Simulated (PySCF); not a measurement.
## Electronic structure of GeBr (doublet) in real space

```csv
atom,x (Å),y (Å),z (Å)
Ge,0.0000,0.0000,-1.2041
Br,0.0000,0.0000,1.1279
```

These are results of PBE0/def2-TZVPP, non-relativistic Hamiltonian with scalar-relativistic core potentials where named, at a bond length of 2.332 Å in PySCF, not measurements.

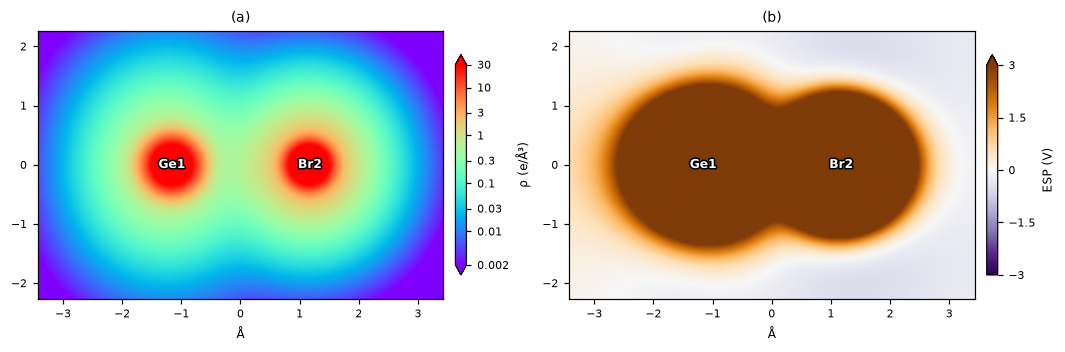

Figure 1. (a) electron density; (b) electrostatic potential on a plane that holds the molecular axis.

### Describe what can be read from this map.

The section cuts through Ge and Br sites. Ge–Br (2.33 Å): the density is about 0.64 e/Å³ at the midpoint. Outside the dense part of the molecule the potential is most negative (−0.5 V) near Br2.

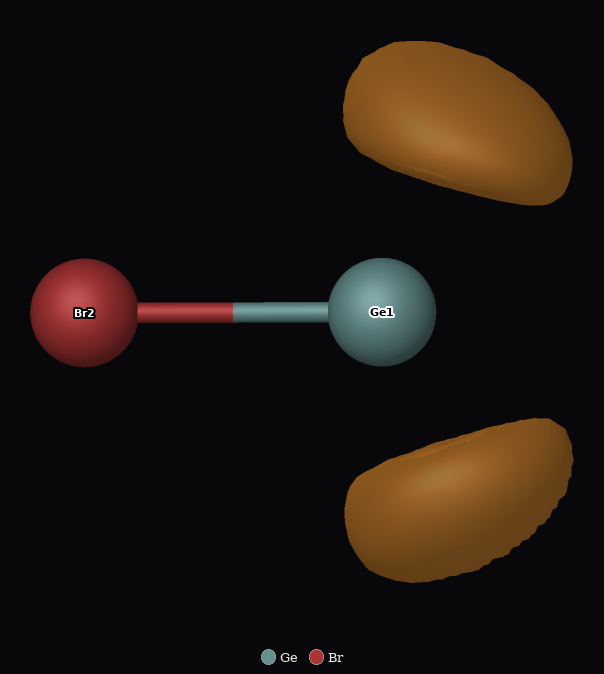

Figure 2. Isosurface of the ELF at 0.9 (orange), seen from one side. Only the valence region is drawn (cores and ρ < 0.01 e/Å³ removed).

### What do the ELF domains correspond to?

The surface consists of two lobes on Ge, pointing away from the bonds (non-bonding electrons). Along the contacts the grid gives the following. Ge–Br (2.33 Å): the ELF peaks at about 0.75 in the valence shell of Br, 1.0 Å from its nucleus, and is about 0.65 at the midpoint.

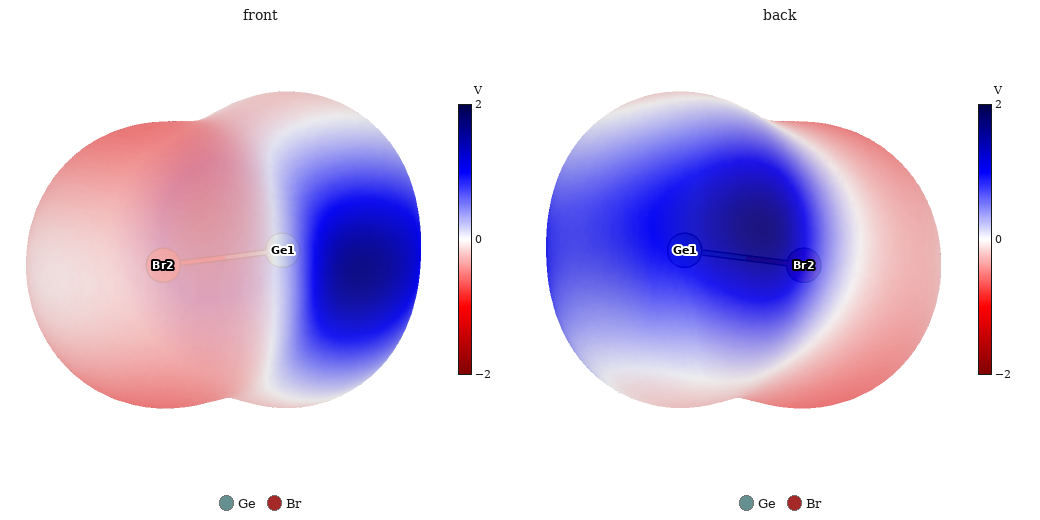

Figure 3. The molecular electrostatic potential painted on the density surface at 0.001 e/bohr³, seen from the front and from behind; red is negative and blue positive.

### Where is the surface potential most negative and most positive?

The most negative region (about −0.5 V) lies over Br2, the most positive (about +1.7 V) over Ge1.
